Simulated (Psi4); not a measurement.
# C2HClF (SMILES [H]/[C]=C(\F)Cl): a chain of runs

Wanted: a geometry optimisation (UB3LYP/def2-SVP), then vibrational wavenumbers, then a single-point energy (USCS-MP2/aug-cc-pVDZ) of C2HClF. 

Program for the calculation: Psi4 1.11.

## 1. The system as given

C2HClF: 5 atoms, total charge 0, spin state doublet. As SMILES, `[H]/[C]=C(\F)Cl`. Geometry: relaxed at GFN2-xTB. The run starts from this shape.

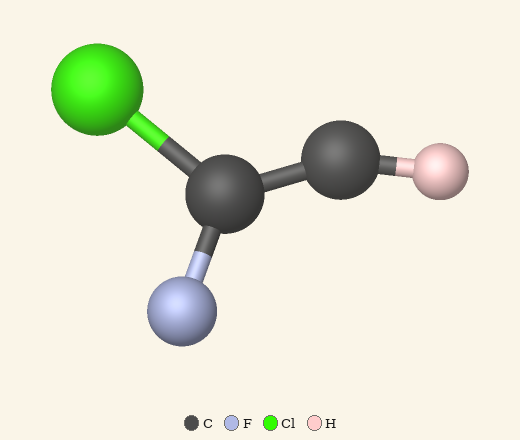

Viewed from a chosen angle; carbon dark grey, fluorine light blue, chlorine green, hydrogen pink.

## 2. A geometry optimisation at UB3LYP/def2-SVP (density fitting) (run 1)

The input, calc.dat:

```
memory 1.6 GB

molecule {
  0 2
  C      1.42022367     0.40158570     0.94533549
  C     -0.53496257    -0.17134147    -0.35959598
  F     -2.39908290     1.40743022    -1.10881570
  Cl    -1.14095994    -3.22982541    -1.43681546
  H      2.65478175     1.59215095     1.95991055
  units bohr
  symmetry c1
}

set {
  reference    uks
  geom_maxiter 60
}

e, wfn = optimize('b3lyp/def2-SVP', return_wfn=True)
```

On the command line:

```sh
$ psi4 -i calc.dat -o calc.out -n 1
```

calc.out:

```text
[...]
  Running in c1 symmetry.
[...]
  Nuclear repulsion =  139.407243791438844
[...]
  Multiplicity = 2
[...]
  Nalpha       = 20
  Nbeta        = 19
[...]
    Number of basis functions: 65
[...]
   @DF-UKS iter   1:  -636.20737299836003   -2.49507e-02   9.84457e-03 ADIIS/DIIS
[...]
   @DF-UKS iter  10:  -636.46343897813870   -9.66338e-12   5.10078e-09 DIIS
[...]
   @S^2 Observed:                7.604297151E-01
[...]
  @DF-UKS Final Energy:  -636.46343897813870
   => Energetics <=
    Nuclear Repulsion Energy =            139.3261396532824108
    One-Electron Energy =               -1153.6672526380584713
    Two-Electron Energy =                 418.0929161175820923
    DFT Exchange-Correlation Energy =     -40.2152421109448426
    Empirical Dispersion Energy =           0.0000000000000000
    VV10 Nonlocal Energy =                  0.0000000000000000
    Total Energy =                       -636.4634389781386972
[...]
  -Total Gradient:
     Atom            X                  Y                   Z
    ------   -----------------  -----------------  -----------------
       1       -0.000093872745     0.000080625400    -0.000031212506
       2        0.000024911070     0.000117286330     0.000034174485
       3        0.000057130591    -0.000054944588     0.000024222276
       4       -0.000017578217    -0.000100543506    -0.000032776310
       5        0.000115255308    -0.000053900883     0.000054249475
[...]
```

Standard output:

```text
Optimizer: Optimization complete!
```

Run time: 29 s. Hardware: 1 thread of Intel Xeon 6975P-C (Granite Rapids), shared host; peak memory 0.43 GiB.

Step by step:

| step | energy from the first frame kept (eV) | largest force (eV/Å) |
| --- | --- | --- |
| 0 | 0.0000 | 2.0079 |
| 1 | -0.0401 | 0.4397 |
| 2 | -0.0493 | 0.2399 |
| 3 | -0.0638 | 0.4322 |
| 4 | -0.0630 | 0.3179 |
| 5 | -0.0667 | 0.0672 |
| 6 | -0.0669 | 0.0263 |
| 7 | -0.0669 | 0.0071 |

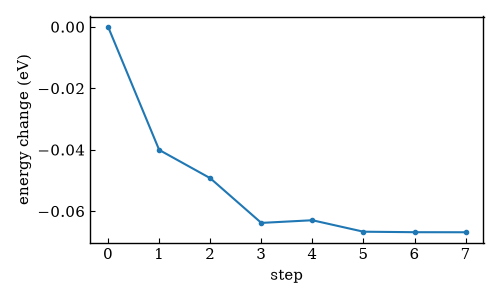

Energy along the run.

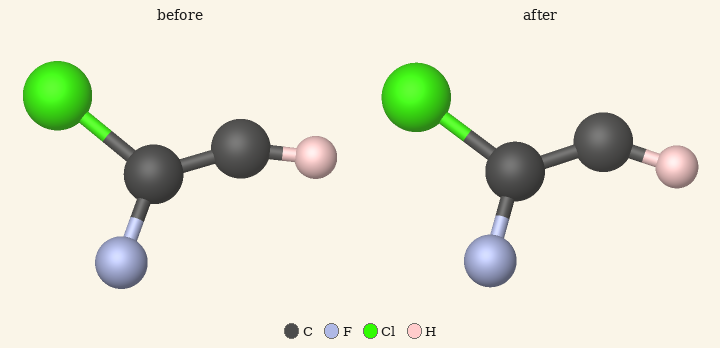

Before and after, at one scale.

After the run. Bond lengths: C1–C2 1.311 Å, C2–F3 1.335 Å, C2–Cl4 1.735 Å, C1–H5 1.085 Å. Angles: C1–C2–F3 124.6°, C1–C2–Cl4 123.4°, F3–C2–Cl4 112.0°, C2–C1–H5 142.2°.

## 3. Vibrational wavenumbers at UB3LYP/def2-SVP (density fitting) (run 2)

The input, job.dat:

```
memory 1600 MB

molecule {
  0 2
  C
  C 1 r2
  F 2 r3 1 a3
  Cl 2 r4 1 a4 3 d4
  H 1 r5 2 a5 3 d5

  r2 = 1.311004
  r3 = 1.334862
  a3 = 124.60303
  r4 = 1.735097
  a4 = 123.40349
  d4 = -179.99493
  r5 = 1.084763
  a5 = 142.1824
  d5 = -0.01243
  units angstrom
}

set globals {
  reference uks
  t 298.15
  rotational_symmetry_number 1
}

e_tot, wfn = freq("b3lyp/def2-SVP", return_wfn=True)
```

On the command line:

```sh
$ psi4 job.dat job.out -n 1
```

job.out:

```text
[...]
  Running in c1 symmetry.
[...]
  Nuclear repulsion =  139.326145017763992
[...]
  Multiplicity = 2
[...]
  Nalpha       = 20
  Nbeta        = 19
[...]
    Number of basis functions: 65
[...]
   @DF-UKS iter   1:  -636.22225104111612   -3.79972e-02   9.55048e-03 ADIIS/DIIS
[...]
   @DF-UKS iter  15:  -636.46343539221925   -3.41061e-13   4.38199e-09 DIIS
[...]
   @S^2 Observed:                7.604294026E-01
[...]
  @DF-UKS Final Energy:  -636.46343539221925
   => Energetics <=
    Nuclear Repulsion Energy =            139.3150020628109758
    One-Electron Energy =               -1153.6467255517050035
    Two-Electron Energy =                 418.0829260906327249
    DFT Exchange-Correlation Energy =     -40.2146379939580214
    Empirical Dispersion Energy =           0.0000000000000000
    VV10 Nonlocal Energy =                  0.0000000000000000
    Total Energy =                       -636.4634353922193668
[...]
  -Total Gradient:
     Atom            X                  Y                   Z
    ------   -----------------  -----------------  -----------------
       1       -0.000005343490     0.000686620214     0.001283178021
       2        0.000006722199    -0.000039962413    -0.000034502863
       3       -0.000002356756     0.000072556215    -0.000067585702
       4       -0.000000994454     0.000099480001     0.000066823308
       5        0.000002026019    -0.000787195799    -0.001341911519
[...]
  ==> Harmonic Vibrational Analysis <==
[...]
  Freq [cm^-1]                 357.0378            406.9509            524.2849
[...]
  IR activ [km/mol]             3.3380              6.6432              5.3822
[...]
  Freq [cm^-1]                 595.4300            598.6390            811.9858
[...]
  Freq [cm^-1]                1109.4183           1707.4599           3320.4626
[...]
```

Standard output:

```text
Warning: used thermodynamics relations inappropriate for low-frequency modes: ['357.0378' '406.9509' '524.2849' '595.4300' '598.6390']
```

Run time: 1.8 min. Hardware: 1 thread of Intel Xeon 6975P-C (Granite Rapids), shared host; peak memory 0.42 GiB.

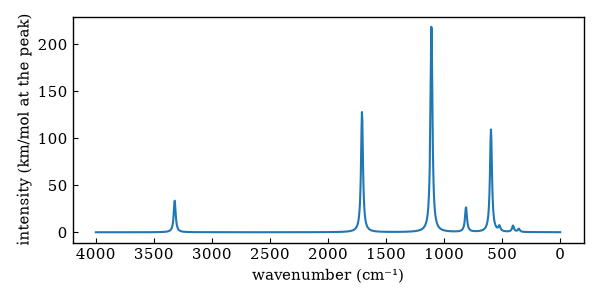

Harmonic infrared spectrum, unscaled, lines broadened by 10 cm⁻¹.

## 4. The energy at USCS-MP2/aug-cc-pVDZ (density fitting) (run 3)

The input, c2hclf.dat:

```
memory 1.6 GB

molecule {
  0 2
  C      0.797373     0.148175     0.512013
  C     -0.275678    -0.117956    -0.192591
  F     -1.199709     0.782172    -0.535802
  Cl    -0.657389    -1.701415    -0.790518
  H      1.315070     0.960207     1.011318
  units angstrom
}

set {
  basis aug-cc-pVDZ
  reference uhf
  freeze_core true
}

e, wfn = energy("scs-mp2", return_wfn=True)
print_variables()
```

On the command line:

```sh
$ psi4 -n 1 c2hclf.dat c2hclf.out
```

c2hclf.out:

```text
[...]
  Running in c1 symmetry.
[...]
  Nuclear repulsion =  139.326129390051960
[...]
  Multiplicity = 2
[...]
  Nalpha       = 20
  Nbeta        = 19
[...]
    Number of basis functions: 105
[...]
   @UHF iter   1:  -635.08229197940875   -5.78086e-01   3.34639e-03 DIIS/ADIIS
[...]
   @UHF iter  19:  -635.17643740592086   -2.26237e-11   7.11221e-09 DIIS
[...]
   @S^2 Observed:                9.650947953E-01
[...]
  @UHF Final Energy:  -635.17643740592086
   => Energetics <=
    Nuclear Repulsion Energy =            139.3261293900519604
    One-Electron Energy =               -1153.4014901225318681
    Two-Electron Energy =                 378.8989233265589860
    Total Energy =                       -635.1764374059209786
  UHF NO Occupations:
  HONO-2 :   18  A 1.9956518
  HONO-1 :   19  A 1.8945514
[...]
 Multipole Moments:
 ------------------------------------------------------------------------------------
     Multipole            Electronic (a.u.)      Nuclear  (a.u.)        Total (a.u.)
 ------------------------------------------------------------------------------------
 L = 1.  Multiply by 2.5417464519 to convert [e a0] to [Debye]
 Dipole X            :         -2.0248419            2.5208041            0.4959622
 Dipole Y            :         -0.9788744            1.2146243            0.2357499
 Dipole Z            :         -1.4406627            1.7925645            0.3519018
 Magnitude           :                                                    0.6522204
[...]
	SCS-MP2 Total Energy (a.u.)        :  -635.72916252726725
	SOS-MP2 Total Energy (a.u.)        :  -635.67685560812697
	SCSN-MP2 Total Energy (a.u.)       :  -635.45261793898112
[...]
	SOS-PI-MP2 Total Energy (a.u.)     :  -635.76025864182793
[...]
	MP2 Total Energy (a.u.)            :  -635.75037333184650
[...]
```

Run time: 11 s. Hardware: 1 thread of Intel Xeon 6975P-C (Granite Rapids), shared host; peak memory 0.69 GiB.

## 5. What came out

```
                                                                               quantity             value
                                        run 1, UB3LYP/def2-SVP: total energy at the end     -636.46344 Eh
                                                  run 1, UB3LYP/def2-SVP: dipole moment            1.04 D
                             run 1, UB3LYP/def2-SVP: HOMO energy (highest over α and β)          -7.29 eV
                              run 1, UB3LYP/def2-SVP: LUMO energy (lowest over α and β)          -3.29 eV
                                                           run 1, UB3LYP/def2-SVP: ⟨S²⟩             0.760
                                     run 2, UB3LYP/def2-SVP: lowest harmonic wavenumber          357 cm⁻¹
                                    run 2, UB3LYP/def2-SVP: highest harmonic wavenumber         3320 cm⁻¹
                                              run 2, UB3LYP/def2-SVP: zero-point energy       56.4 kJ/mol
      run 2, UB3LYP/def2-SVP: ideal-gas entropy at 298.15 K (symmetry number 1 as used)  69.1 cal/(mol K)
                                              run 3, USCS-MP2/aug-cc-pVDZ: total energy     -635.72916 Eh
run 3, USCS-MP2/aug-cc-pVDZ: HOMO energy (Hartree–Fock orbitals) (highest over α and β)         -10.60 eV
 run 3, USCS-MP2/aug-cc-pVDZ: LUMO energy (Hartree–Fock orbitals) (lowest over α and β)           0.94 eV
               run 3, USCS-MP2/aug-cc-pVDZ: correlation energy (8 core orbitals frozen)        -552.7 mEh
                         run 3, USCS-MP2/aug-cc-pVDZ: ⟨S²⟩ of the reference determinant             0.965
```

The optimisation (run 1, UB3LYP/def2-SVP) took 8 steps and changed the energy by -0.067 eV. All 9 modes (run 2, UB3LYP/def2-SVP) are real, so the shape is a minimum at this level. ⟨S²⟩ (run 3, USCS-MP2/aug-cc-pVDZ) is 0.97 where a pure doublet has 0.75: the reference is spin-contaminated.
